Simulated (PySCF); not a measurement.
**CH₆BFSi: electronic excitations and core binding energies**

What electronic excitations and core binding energies should CH₆BFSi (`BC[SiH2]F`) show?

Programs: PySCF 2.14.0, with density-fitted response routines of our own. Each step states its level of theory. These are calculated values for one molecule in the gas phase, unless marked as measured. Atoms are numbered from 0 throughout.

## (1) The starting structure

10 atoms, charge 0, multiplicity 1; geometry from: GFN2-xTB.

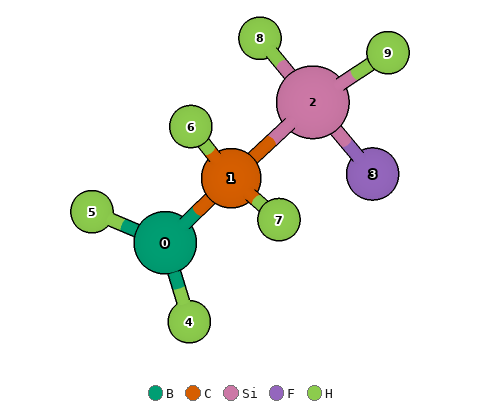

As it starts; boron teal, carbon orange, silicon pink, fluorine purple, hydrogen green, atoms numbered.

## (2) TDDFT and polarisability: B3LYP/def2-SVPD

What the job is given:

```
{"job": {"kind": "uv", "xc": "B3LYP", "basis": "def2-SVPD", "nstates": 8, "ntriplets": 3}, "charge": 0, "multiplicity": 1}
B      1.444955    -0.077414    -0.554473
C      0.438971     0.531013     0.456283
Si    -1.256388    -0.298651     0.180390
F     -1.692816    -0.107686    -1.359116
H      1.621385     0.430021    -1.593272
H      2.009674    -1.069479    -0.294111
H      0.701937     0.346760     1.497191
H      0.291523     1.604273     0.335030
H     -1.251290    -1.741089     0.375247
H     -2.299068     0.386906     0.934303
```

With the program's defaults for keys left out, this is: TDDFT B3LYP/def2-SVPD, vertical, gas phase, core orbitals frozen in the response.

On the command line:

```bash
> OMP_NUM_THREADS=1 python probes_run.py task.json out
```

This one command runs all jobs of the session in turn.

The program printed:

```text
coarse grid: 8608 points
cycle   1  E = -455.6275199022  dE =  5.814e-02  |g| = 5.979e-01  |ddm| = 3.769e+00
cycle   2  E = -455.5365906868  dE =  9.093e-02  |g| = 9.505e-01  |ddm| = 1.460e+00
cycle   3  E = -455.6992043193  dE = -1.626e-01  |g| = 8.865e-02  |ddm| = 8.381e-01
cycle   4  E = -455.7006145544  dE = -1.410e-03  |g| = 3.375e-02  |ddm| = 1.343e-01
cycle   5  E = -455.7008957579  dE = -2.812e-04  |g| = 5.185e-03  |ddm| = 4.014e-02
cycle   6  E = -455.7009035507  dE = -7.793e-06  |g| = 1.436e-03  |ddm| = 1.035e-02
final grid: 78184 points
cycle   7  E = -455.7611578942  dE = -1.688e-05  |g| = 4.726e-03  |ddm| = 4.607e-02
cycle   8  E = -455.7611530210  dE =  4.873e-06  |g| = 6.662e-03  |ddm| = 1.138e-02
cycle   9  E = -455.7611636417  dE = -1.062e-05  |g| = 5.762e-04  |ddm| = 6.634e-03
cycle  10  E = -455.7611637041  dE = -6.243e-08  |g| = 1.186e-04  |ddm| = 7.158e-04
cycle  11  E = -455.7611637065  dE = -2.370e-09  |g| = 4.329e-05  |ddm| = 1.667e-04
cycle  12  E = -455.7611637070  dE = -5.224e-10  |g| = 5.995e-06  |ddm| = 6.710e-05
converged SCF energy = -455.7611637070

Static polarisability (au): isotropic 52.842, principal 47.116 49.505 61.904

Singlet excitations
state   eV       nm        f      main configurations
  1   5.8870    210.6   0.00412   H-1->L 0.86, H->L 0.11
  2   5.9887    207.0   0.04688   H->L 0.79, H-1->L 0.11
  3   6.7867    182.7   0.01261   H-2->L 0.94
  4   7.3265    169.2   0.08933   H-3->L 0.87
  5   7.8459    158.0   0.00353   H->L+1 0.96
  6   8.3029    149.3   0.00445   H-1->L+1 0.57, H->L+2 0.25, H-2->L+1 0.16
  7   8.3551    148.4   0.03463   H->L+2 0.73, H-1->L+1 0.17
  8   8.4601    146.6   0.00774   H-2->L+1 0.72, H-1->L+1 0.23

Triplet excitations (Tamm-Dancoff, eV): 5.2514 5.3393 6.3968
```

Run time: 13 s. Hardware: 1 thread of Arm Neoverse V1, shared host; peak memory 0.51 GiB.

Frontier orbitals and where they lie:

```
orbital      eV                       atoms
 HOMO−3  -10.24   C1 27 %, B0 22 %, F3 13 %
 HOMO−2   -9.51  Si2 29 %, H8 25 %, F3 15 %
 HOMO−1   -9.14   B0 36 %, H5 21 %, H4 16 %
   HOMO   -8.90  C1 34 %, B0 18 %, Si2 18 %
   LUMO   -1.78  B0 47 %, C1 15 %, Si2 11 %
 LUMO+1    0.07  Si2 37 %, H8 13 %, H9 13 %
 LUMO+2    0.35  B0 31 %, Si2 20 %, C1 13 %
```

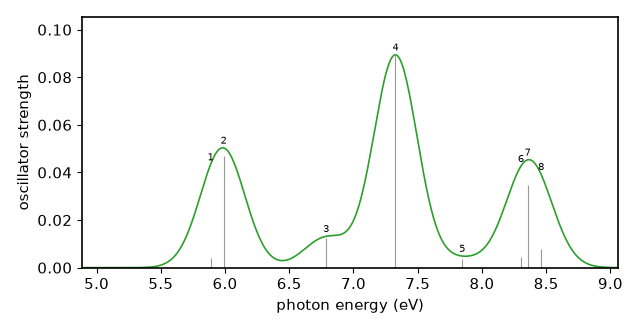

Absorption spectrum from the 8 singlet states computed; above the last one it falls off for lack of states. Lines are broadened to a width of 0.40 eV (Gaussian).

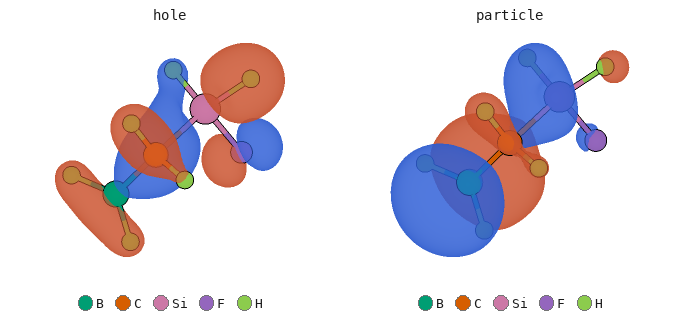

Leading natural transition orbitals of singlet state 4: the electron leaves the hole (left) for the particle orbital (right).

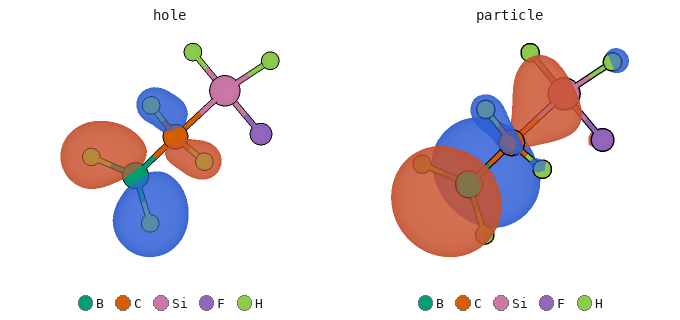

Leading natural transition orbitals of singlet state 1: the electron leaves the hole (left) for the particle orbital (right).

Further results of this job:

| property | computed |
| --- | --- |
| dipole moment (D) | 2.09 |
| polarisability (Å³) | 7.83 |
| HOMO–LUMO gap (eV) | 7.12 |
| −ε(HOMO) (eV) | 8.90 |

Orbitals, density, ELF and potential are computed afterwards from the orbital file.

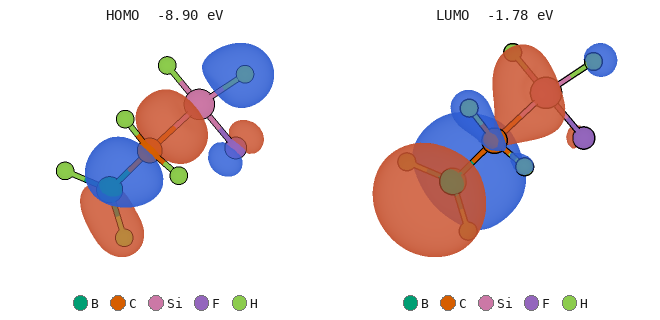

B3LYP/def2-SVPD orbitals near the gap, drawn at the value that encloses 70 % of each; the two colours are the two signs.

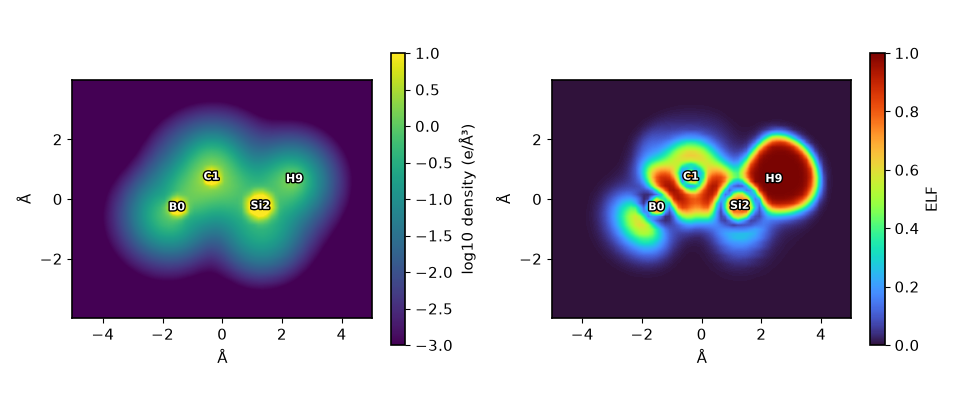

Density (left) and ELF (right) in a plane through or near 4 of the atoms.

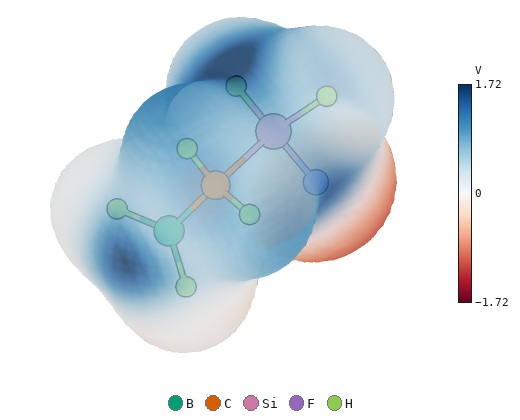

Electrostatic potential on the surface of density 0.002 e/bohr³; red is low, blue high. It runs from -1.05 V near F3 to 1.72 V near B0.

## (3) Core holes by ΔSCF: SCAN, X2C

The job, as its differences from that of step 2:

```diff
@@ -1,2 +1,2 @@
-{"job": {"kind": "uv", "xc": "B3LYP", "basis": "def2-SVPD", "nstates": 8, "ntriplets": 3}, "charge": 0, "multiplicity": 1}
+{"job": {"kind": "xps"}, "charge": 0, "multiplicity": 1}
 B      1.444955    -0.077414    -0.554473
```

Level: delta-SCF UKS SCAN, pcX-2 on the ionised atom, pcseg-1 elsewhere, spin-free X2C.

The program printed:

```text
ground state, core basis on atom 0 (B), 121 functions
  cycle   1  E = -456.41617733  |g| = 6.13e-01
  cycle   2  E = -456.29817875  |g| = 1.02e+00
  cycle   3  E = -456.49364618  |g| = 1.17e-01
  cycle   4  E = -456.49613607  |g| = 3.87e-02
  cycle   5  E = -456.49652147  |g| = 6.41e-03
  cycle   6  E = -456.49653216  |g| = 2.22e-03
  cycle   7  E = -456.49653434  |g| = 6.30e-04
  cycle   8  E = -456.49653466  |g| = 7.03e-05
  E(ground) = -456.52666896 Eh
hole in B 1s of atom 0
  cycle   1  E = -448.88578225  |g| = 1.15e+00
  cycle   2  E = -447.00295008  |g| = 1.84e+00
  cycle   3  E = -449.10963138  |g| = 5.28e-01
  cycle   4  E = -449.27421784  |g| = 2.19e-01
  cycle   5  E = -449.28082252  |g| = 1.48e-01
  cycle   6  E = -449.29111746  |g| = 3.91e-02
  cycle   7  E = -449.29206103  |g| = 2.26e-02
  cycle   8  E = -449.29241730  |g| = 8.11e-03
  cycle   9  E = -449.29253897  |g| = 5.42e-03
  cycle  10  E = -449.29259886  |g| = 1.90e-03
  cycle  11  E = -449.29260424  |g| = 6.40e-04
  cycle  12  E = -449.29260444  |g| = 2.25e-04
  E(ion) = -449.32296947 Eh   <S^2> = 0.8514   hole on atom = 1.000   binding energy = 196.023 eV
ground state, core basis on atom 1 (C), 121 functions
  cycle   1  E = -456.50563185  |g| = 5.67e-02
  cycle   2  E = -456.50561374  |g| = 1.62e-02
  cycle   3  E = -456.50560290  |g| = 1.72e-02
  cycle   4  E = -456.50568786  |g| = 1.51e-03
  cycle   5  E = -456.50568594  |g| = 1.88e-04
  E(ground) = -456.53445957 Eh
hole in C 1s of atom 1
  cycle   1  E = -445.26832618  |g| = 1.51e+00
  cycle   2  E = -444.68789655  |g| = 1.75e+00
  cycle   3  E = -445.79369796  |g| = 3.38e-01
  cycle   4  E = -445.82586845  |g| = 1.98e-01
  cycle   5  E = -445.83743948  |g| = 5.44e-02
  cycle   6  E = -445.83840833  |g| = 4.88e-03
  cycle   7  E = -445.83842028  |g| = 2.28e-03
  cycle   8  E = -445.83842405  |g| = 7.11e-04
  cycle   9  E = -445.83842477  |g| = 2.85e-04
  E(ion) = -445.86552882 Eh   <S^2> = 0.7661   hole on atom = 1.000   binding energy = 290.316 eV
ground state, core basis on atom 2 (Si), 132 functions
  cycle   1  E = -456.60789519  |g| = 2.90e-01
  cycle   2  E = -456.60801292  |g| = 4.71e-02
  cycle   3  E = -456.60801972  |g| = 3.67e-02
  cycle   4  E = -456.60823712  |g| = 1.03e-02
  cycle   5  E = -456.60825993  |g| = 1.71e-03
  cycle   6  E = -456.60825957  |g| = 2.71e-04
  E(ground) = -456.59550328 Eh
hole in Si 1s of atom 2
  cycle   1  E = -387.64164243  |g| = 4.35e+00
  cycle   2  E = -387.02808101  |g| = 2.38e+00
  cycle   3  E = -387.33583650  |g| = 1.33e+00
  cycle   4  E = -388.62744366  |g| = 3.12e-01
  cycle   5  E = -388.67144107  |g| = 1.94e-01
  cycle   6  E = -388.68433510  |g| = 9.40e-02
  cycle   7  E = -388.68729888  |g| = 2.09e-02
  cycle   8  E = -388.68748286  |g| = 5.48e-03
  cycle   9  E = -388.68749771  |g| = 1.85e-03
  cycle  10  E = -388.68749925  |g| = 3.65e-04
  E(ion) = -388.68327388 Eh   <S^2> = 0.7522   hole on atom = 1.000   binding energy = 1847.986 eV
hole in Si 2p of atom 2
  cycle   1  E = -452.30191406  |g| = 1.24e+00
  cycle   2  E = -452.06319724  |g| = 1.19e+00
  cycle   3  E = -452.54507626  |g| = 3.58e-01
  cycle   4  E = -452.60763727  |g| = 1.40e-01
  cycle   5  E = -452.61303332  |g| = 5.96e-02
  cycle   6  E = -452.61443261  |g| = 1.89e-02
  cycle   7  E = -452.61458897  |g| = 5.97e-03
  cycle   8  E = -452.61460961  |g| = 1.13e-03
  cycle   9  E = -452.61460993  |g| = 2.32e-04
  E(ion) = -452.61270754 Eh   <S^2> = 0.7513   hole on atom = 1.003   binding energy = 108.377 eV
  2p3/2 = 108.108 eV   2p1/2 = 108.735 eV
ground state, core basis on atom 3 (F), 121 functions
  cycle   1  E = -456.55169823  |g| = 1.23e-01
  cycle   2  E = -456.55124199  |g| = 7.87e-02
  cycle   3  E = -456.55154257  |g| = 6.57e-02
  cycle   4  E = -456.55209048  |g| = 6.30e-03
  cycle   5  E = -456.55210056  |g| = 6.39e-04
  cycle   6  E = -456.55210274  |g| = 1.29e-04
  E(ground) = -456.58275827 Eh
hole in F 1s of atom 3
  cycle   1  E = -430.21529230  |g| = 2.58e+00
  cycle   2  E = -430.24146887  |g| = 2.08e+00
  cycle   3  E = -431.08473977  |g| = 2.59e-01
  cycle   4  E = -431.09618529  |g| = 1.12e-01
  cycle   5  E = -431.10304795  |g| = 3.11e-02
  cycle   6  E = -431.10357504  |g| = 6.76e-03
  cycle   7  E = -431.10359975  |g| = 1.57e-03
  cycle   8  E = -431.10360122  |g| = 4.55e-04
  E(ion) = -431.14012916 Eh   <S^2> = 0.7564   hole on atom = 1.000   binding energy = 692.329 eV
```

Wall time 22 s (1 thread of Arm Neoverse V1, shared host); peak memory 0.43 GiB.

The holes in one table. −ε is the ground-state orbital energy:

```
       hole  stands for                  environment  ΔSCF (eV; 2p as the shell's mean)  −ε (eV)   ⟨S²⟩
  B1s on B0          B0       boron bonded to C, 2 H                  196.02 (doubtful)    180.2  0.851
  C1s on C1          C1   sp3 CH2 bonded to B and Si                             290.32    273.4  0.766
Si1s on Si2         Si2  silicon bonded to C, F, 2 H                            1847.99   1794.5  0.752
Si2p on Si2         Si2  silicon bonded to C, F, 2 H                             108.32     97.2  0.751
  F1s on F3          F3        fluorine bonded to Si                             692.33    666.2  0.756
```

Doubtful: the ion did not converge, its hole moved, or its ⟨S²⟩ is well above 0.75.

With the spin-orbit splitting: Si2 2p3/2 108.11, 2p1/2 108.73 eV. The table gives each 2p level as the mean over the whole 2p shell (two parts 2p3/2, one part 2p1/2), which differs a little from the single hole in the log.

## (4) Summary of results

```
                                quantity                        value
        lowest singlet (B3LYP/def2-SVPD)  5.89 eV (211 nm), f = 0.004
brightest single state of those computed  state 4, 7.33 eV, f = 0.089
                          lowest triplet                      5.25 eV
   surface potential, least and greatest           -1.05 V and 1.72 V
        C1s binding energies, SCAN/pcX-2                 C1 290.32 eV
       Si1s binding energies, SCAN/pcX-2               Si2 1847.99 eV
       Si2p binding energies, SCAN/pcX-2                Si2 108.32 eV
        F1s binding energies, SCAN/pcX-2                 F3 692.33 eV
```

What this shows: The first singlet state (HOMO−1→LUMO 0.86, HOMO→LUMO 0.11) lies at 5.89 eV and is weak; of the 8 states computed, the strongest absorption comes from state 4 at 7.33 eV. The lowest triplet lies 0.64 eV below the lowest singlet (triplets in Tamm-Dancoff, singlets in full TDDFT). At B3LYP/def2-SVPD, counted by nearest atom on the grid, the HOMO lies on C1 33 %; H9 17 %, the LUMO on B0 46 %; H4, H5 about 14 % each.
